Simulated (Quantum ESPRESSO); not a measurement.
**Collinear magnetic orders of CuSiO3 with Quantum ESPRESSO**

A self-consistent run ends on one state, which hangs on the start. Several orders of CuSiO3 are started in Quantum ESPRESSO and their energies compared.

Program: Quantum ESPRESSO 7.5. Level of theory: LDA; plane waves with GBRV 1.5 LDA potentials, no spin-orbit coupling. Results are calculated unless marked as measured.

## Step 1: The structure

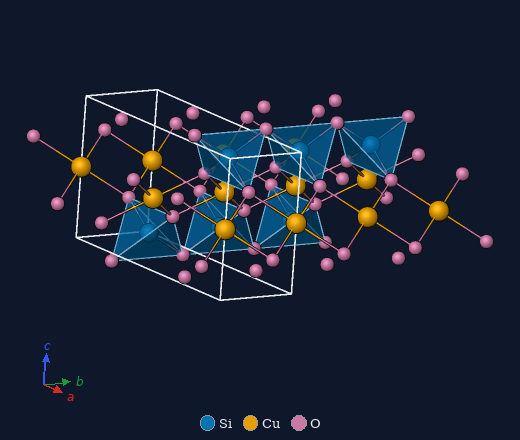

Start, viewed slightly off an axis; silicon blue, copper orange, oxygen pink. 1×3×1 cells are drawn. Bonds to atoms that aren't drawn are left out. Some periodic images of atoms are drawn too.

The cell comes from Materials Project 2023-11-01, a database of computed structures, and need not be the stable phase.

## Step 2: Start 1: ferro ++

The signs are those of the starting moments on the seeded atoms, the atoms that are given a moment.

The input, pw.in:

```
&CONTROL
  calculation = 'scf'
  prefix = 'pwscf'
  outdir = './tmp'
  pseudo_dir = './pseudo'
  disk_io = 'nowf'
/
&SYSTEM
  ibrav = 0
  nat = 10
  ntyp = 3
  ecutwfc = 40
  ecutrho = 280
  nbnd = 56
  occupations = 'smearing'
  smearing = 'fd'
  degauss = 0.00367493
  nspin = 2
  starting_magnetization(1) = 0
  starting_magnetization(2) = 0.0526
  starting_magnetization(3) = 0
/
&ELECTRONS
  conv_thr = 2d-08
  electron_maxstep = 150
  mixing_beta = 0.3
/
ATOMIC_SPECIES
Si     28.0850 si_lda_v1.uspp.F.UPF
Cu     63.5460 cu_lda_v1.2.uspp.F.UPF
O      15.9990 o_lda_v1.2.uspp.F.UPF
CELL_PARAMETERS angstrom
   8.9581390000    0.0000000000    0.0000000000
   0.0000000000    2.8602530000    0.0000000000
   0.0000000000    0.0000000000    4.9182360000
ATOMIC_POSITIONS crystal
Si      0.7500000000    0.5000000000    0.8778590000
Si      0.2500000000    0.5000000000    0.1221410000
Cu      0.5000000000    0.0000000000    0.5000000000
Cu      0.0000000000    0.0000000000    0.5000000000
O       0.5972540000    0.5000000000    0.6956570000
O       0.4027460000    0.5000000000    0.3043430000
O       0.9027460000    0.5000000000    0.6956570000
O       0.0972540000    0.5000000000    0.3043430000
O       0.2500000000    0.0000000000    0.9452320000
O       0.7500000000    0.0000000000    0.0547680000
K_POINTS automatic
2 8 4 0 0 0
```

Launch:

```
OMP_NUM_THREADS=1 mpirun -n 4 pw.x -nk 4 -in pw.in > pw.out
```

The log of the run:

```text
Program PWSCF v.7.5 starts

     Message from routine setup:
     using ibrav=0 with symmetry is DISCOURAGED, use correct ibrav instead

     K-points division:     npool     =       4
     Subspace diagonalization in iterative solution of the eigenvalue problem:

     G-vector sticks info
     --------------------
     sticks:   dense  smooth     PW     G-vecs:    dense   smooth      PW
     Sum        2047    1161    357                67303    29045    4961

     Using Slab Decomposition

     bravais-lattice index     =            0
     lattice parameter (alat)  =      16.9284  a.u.
     unit-cell volume          =     850.4097 (a.u.)^3
     number of atoms/cell      =           10
     number of atomic types    =            3
     number of electrons       =        82.00
     number of Kohn-Sham states=           56
     kinetic-energy cutoff     =      40.0000  Ry
     charge density cutoff     =     280.0000  Ry
     scf convergence threshold =      2.0E-08
     mixing beta               =       0.3000
     number of iterations used =            8  plain     mixing
     Exchange-correlation= SLA  PZ   NOGX NOGC
                           (   1   1   0   0   0   0   0)

     celldm(1)=  16.928429  celldm(2)=   0.000000  celldm(3)=   0.000000
     celldm(4)=   0.000000  celldm(5)=   0.000000  celldm(6)=   0.000000

     crystal axes: (cart. coord. in units of alat)
               a(1) = (   1.000000   0.000000   0.000000 )
               a(2) = (   0.000000   0.319291   0.000000 )
               a(3) = (   0.000000   0.000000   0.549024 )

     reciprocal axes: (cart. coord. in units 2 pi/alat)
               b(1) = (  1.000000  0.000000  0.000000 )
               b(2) = (  0.000000  3.131939  0.000000 )
               b(3) = (  0.000000  0.000000  1.821413 )

     PseudoPot. # 1 for Si read from file:
     si_lda_v1.uspp.F.UPF
     Pseudo is Ultrasoft + core correction, Zval =  4.0
     Generated by new atomic code, or converted to UPF format
     Using radial grid of  899 points,  6 beta functions with:
                l(1) =   0
                l(2) =   0
                l(3) =   1
                l(4) =   1
                l(5) =   2
                l(6) =   2
     Q(r) pseudized with  8 coefficients,  rinner =    0.900   0.900   0.900
                                                       0.900   0.900

     PseudoPot. # 2 for Cu read from file:
     cu_lda_v1.2.uspp.F.UPF
     Pseudo is Ultrasoft + core correction, Zval = 19.0
     Generated by new atomic code, or converted to UPF format
     Using radial grid of  867 points,  6 beta functions with:
                l(1) =   0
                l(2) =   0
                l(3) =   1
                l(4) =   1
                l(5) =   2
                l(6) =   2
     Q(r) pseudized with  8 coefficients,  rinner =    1.150   1.150   1.150
                                                       1.150   1.150

     PseudoPot. # 3 for O  read from file:
     o_lda_v1.2.uspp.F.UPF
     Pseudo is Ultrasoft + core correction, Zval =  6.0
     Generated by new atomic code, or converted to UPF format
     Using radial grid of  737 points,  5 beta functions with:
                l(1) =   0
                l(2) =   0
                l(3) =   1
                l(4) =   1
                l(5) =   2
     Q(r) pseudized with  8 coefficients,  rinner =    0.900   0.900   0.900
                                                       0.900   0.900

     atomic species   valence    mass     pseudopotential
     Si                4.00    28.08500     Si( 1.00)
     Cu               19.00    63.54600     Cu( 1.00)
     O                 6.00    15.99900     O ( 1.00)

     Starting magnetic structure
     atomic species   magnetization
     Si              0.000
     Cu              0.053
     O               0.000

      8 Sym. Ops., with inversion, found ( 4 have fractional translation)

   Cartesian axes

     site n.     atom                  positions (alat units)
         1        Si     tau(   1) = (   0.7500000   0.1596455   0.4819659  )
         2        Si     tau(   2) = (   0.2500000   0.1596455   0.0670584  )
         3        Cu     tau(   3) = (   0.5000000   0.0000000   0.2745122  )
         4        Cu     tau(   4) = (   0.0000000   0.0000000   0.2745122  )
         5        O      tau(   5) = (   0.5972540   0.1596455   0.3819326  )
         6        O      tau(   6) = (   0.4027460   0.1596455   0.1670917  )
         7        O      tau(   7) = (   0.9027460   0.1596455   0.3819326  )
         8        O      tau(   8) = (   0.0972540   0.1596455   0.1670917  )
         9        O      tau(   9) = (   0.2500000   0.0000000   0.5189553  )
        10        O      tau(  10) = (   0.7500000   0.0000000   0.0300690  )

     number of k points=    30  Fermi-Dirac smearing, width (Ry)=  0.0037
                       cart. coord. in units 2pi/alat
        k(    1) = (   0.0000000   0.0000000   0.0000000), wk =   0.0156250
        k(    2) = (   0.0000000   0.0000000   0.4553533), wk =   0.0312500
        k(    3) = (   0.0000000   0.0000000  -0.9107065), wk =   0.0156250
        k(    4) = (   0.0000000   0.3914924   0.0000000), wk =   0.0312500
        k(    5) = (   0.0000000   0.3914924   0.4553533), wk =   0.0625000
        [... 25 further k-points ...]

     Dense  grid:    67303 G-vectors     FFT dimensions: (  96,  30,  50)

     Smooth grid:    29045 G-vectors     FFT dimensions: (  72,  24,  40)

     Check: negative core charge=   -0.000002
     Generating pointlists ...
     new r_m :   0.0753 (alat units)  1.2750 (a.u.) for type    1
     new r_m :   0.0889 (alat units)  1.5055 (a.u.) for type    2
     new r_m :   0.0753 (alat units)  1.2750 (a.u.) for type    3

     Initial potential from superposition of free atoms

     starting charge      79.9988, renormalised to      82.0000
     Starting wfcs are   58 randomized atomic wfcs

     Self-consistent Calculation

     iteration #  1     ecut=    40.00 Ry     beta= 0.30
     Davidson diagonalization with overlap
     ethr =  1.00E-02,  avg # of iterations =  4.9

     total energy              =   -1020.39983675 Ry
     estimated scf accuracy    <       1.21131920 Ry

     total magnetization       =     1.95 Bohr mag/cell
     absolute magnetization    =     2.05 Bohr mag/cell

     iteration #  2     ecut=    40.00 Ry     beta= 0.30
     Davidson diagonalization with overlap
     ethr =  1.48E-03,  avg # of iterations =  2.2

     total energy              =   -1020.53204215 Ry
     estimated scf accuracy    <       0.18070616 Ry

     total magnetization       =     1.42 Bohr mag/cell
     absolute magnetization    =     1.52 Bohr mag/cell

     iteration #  3     ecut=    40.00 Ry     beta= 0.30
     Davidson diagonalization with overlap
     ethr =  2.20E-04,  avg # of iterations =  4.8

     total energy              =   -1020.53904276 Ry
     estimated scf accuracy    <       0.06689212 Ry

     total magnetization       =     1.78 Bohr mag/cell
     absolute magnetization    =     1.89 Bohr mag/cell

     [... further iterations left out ...]

     iteration # 10     ecut=    40.00 Ry     beta= 0.30
     Davidson diagonalization with overlap
     ethr =  5.53E-09,  avg # of iterations =  2.7

     total energy              =   -1020.54353411 Ry
     estimated scf accuracy    <       0.00000101 Ry

     total magnetization       =     1.86 Bohr mag/cell
     absolute magnetization    =     2.01 Bohr mag/cell

     iteration # 11     ecut=    40.00 Ry     beta= 0.30
     Davidson diagonalization with overlap
     ethr =  1.23E-09,  avg # of iterations =  2.4

     total energy              =   -1020.54353418 Ry
     estimated scf accuracy    <       0.00000028 Ry

     total magnetization       =     1.86 Bohr mag/cell
     absolute magnetization    =     2.02 Bohr mag/cell

     iteration # 12     ecut=    40.00 Ry     beta= 0.30
     Davidson diagonalization with overlap
     ethr =  3.44E-10,  avg # of iterations =  2.0

     total energy              =   -1020.54353425 Ry
     estimated scf accuracy    <       0.00000003 Ry

     total magnetization       =     1.86 Bohr mag/cell
     absolute magnetization    =     2.02 Bohr mag/cell

     iteration # 13     ecut=    40.00 Ry     beta= 0.30
     Davidson diagonalization with overlap
     ethr =  3.17E-11,  avg # of iterations =  3.1

     Magnetic moment per site  (integrated on atomic sphere of radius R)
     atom   1 (R=0.075)  charge=  0.5735  magn=  0.0047
     atom   2 (R=0.075)  charge=  0.5735  magn=  0.0047
     atom   3 (R=0.089)  charge= 16.3584  magn=  0.6024
     atom   4 (R=0.089)  charge= 16.3584  magn=  0.6024
     atom   5 (R=0.075)  charge=  4.5411  magn=  0.1270
     atom   6 (R=0.075)  charge=  4.5411  magn=  0.1270
     atom   7 (R=0.075)  charge=  4.5411  magn=  0.1270
     atom   8 (R=0.075)  charge=  4.5411  magn=  0.1270
     atom   9 (R=0.075)  charge=  4.5797  magn=  0.0219
     atom  10 (R=0.075)  charge=  4.5797  magn=  0.0219

     End of self-consistent calculation

     [... lines left out ...]
     the Fermi energy is     5.8474 ev

!    total energy              =   -1020.54353426 Ry
     estimated scf accuracy    <          2.6E-09 Ry
     smearing contrib. (-TS)   =      -0.00124654 Ry
     internal energy E=F+TS    =   -1020.54228772 Ry

     The total energy is F=E-TS. E is the sum of the following terms:
     one-electron contribution =    -932.93982894 Ry
     hartree contribution      =     501.42352923 Ry
     xc contribution           =    -128.55873790 Ry
     ewald contribution        =    -460.46725011 Ry

     total magnetization       =     1.86 Bohr mag/cell
     absolute magnetization    =     2.02 Bohr mag/cell

     convergence has been achieved in  13 iterations

=------------------------------------------------------------------------------=
   JOB DONE.
=------------------------------------------------------------------------------=
```

Elapsed: 71 s, on 4 MPI ranks of Arm Neoverse V2, shared host; peak memory 0.84 GiB.

Spin moment in the atom's sphere by atom:

```csv
atom,spin moment in the atom's sphere (μB)
Si1,0.005
Si2,0.005
Cu3,0.602
Cu4,0.602
O5,0.127
O6,0.127
O7,0.127
O8,0.127
O9,0.022
O10,0.022
```

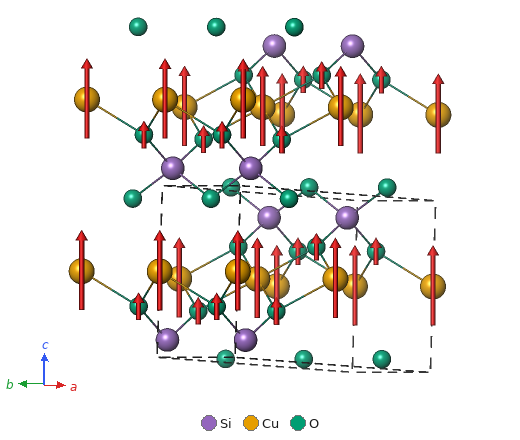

Spin moment in the atom's sphere as arrows, the longest 0.602 μB. Up and down stand for the sign. Arrows give size and sign along the axis of quantisation, drawn up and down the page. Each arrow also spans its atom, so small moments look longer than they are. Bonds to atoms that aren't drawn are left out. 1×2×2 cells are drawn. Some periodic images of atoms are drawn too.

This step gave:

```
smearing term TS       : 0.01696 eV
magnetization          : 1.864 μB
absolute magnetization : 2.016 μB
final state            : ferromagnetic
```

(Part 1 of 2 ends here.)

[Logs and program files are shortened in this print: banners, set-up blocks, solver, clock and traceback lines can be left out without a mark of their own.]

[Logs are printed without paths, hosts, clocks, repeated set-up lines and the standing remarks that a program may print on its own settings, such as how far it seeks lower states.]

[Hosts, paths, dates, database ids (printed as entryN), source tags and the programs' standing remarks are cut or masked in the printed files.]

[Where a cell is said to come from a database of computed structures, the database is the Materials Project.]
